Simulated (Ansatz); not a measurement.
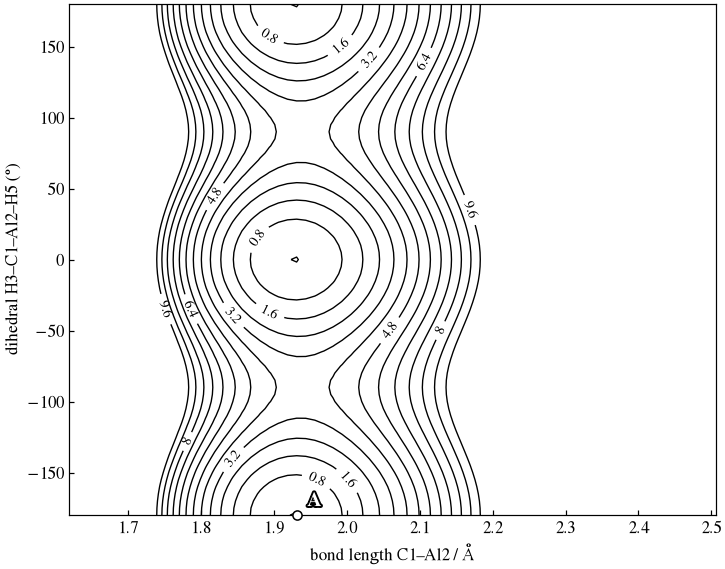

CH4Al, SMILES [CH2][AlH2], spin multiplicity 2. First axis: bond length C1–Al2. Second axis: dihedral H3–C1–Al2–H5. Nothing is relaxed (all other coordinates rigid). The scan uses a 15 × 15 grid; 121 points were computed and 104 follow by symmetry. Energies are in kcal/mol, from the lowest grid point. Theory: Ansatz 0.2.0, UHF/def2-TZVP.

In the figure: contour lines labelled in kcal/mol (none above 9.6), the point A. Between grid points the surface is interpolated.

> Find the lowest pass out of the well at A.

The easiest path leads from the well at bond length C1–Al2 = 1.936 Å, dihedral H3–C1–Al2–H5 = −180° to a well of about the same depth at about bond length C1–Al2 = 1.93 Å, dihedral H3–C1–Al2–H5 = 0°. Its highest point lies about 3.8 kcal/mol above the bottom of the first well on the interpolated surface, at about bond length C1–Al2 = 1.94 Å, dihedral H3–C1–Al2–H5 = 90°. The start is the relaxed structure and all else is held, so a fully relaxed path at this level can only be lower.

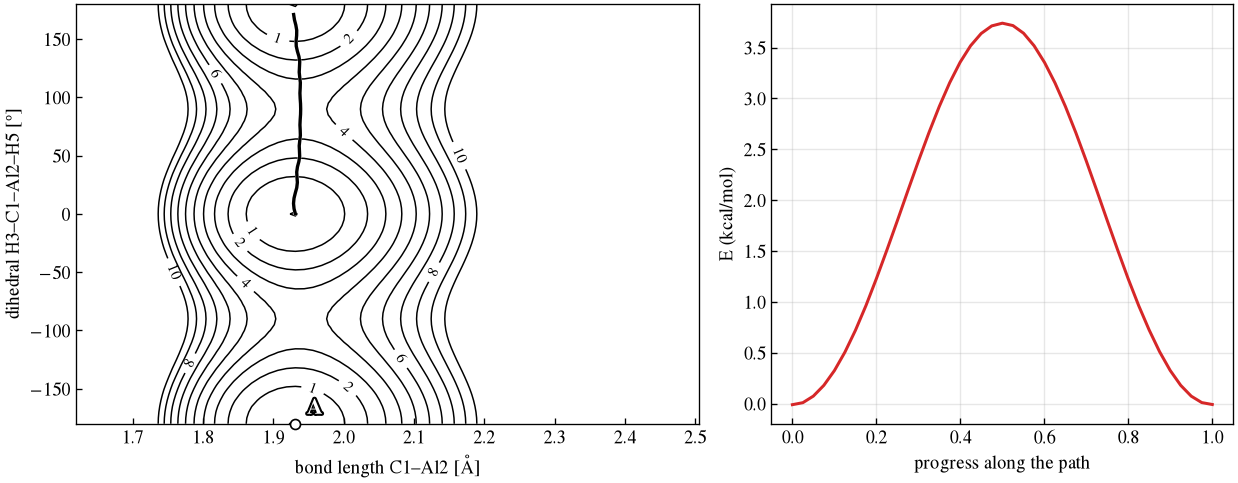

Drawn: contour lines labelled in kcal/mol (none above 10), a line along the lowest path, the energy along the path at the right. Between grid points the surface is interpolated.
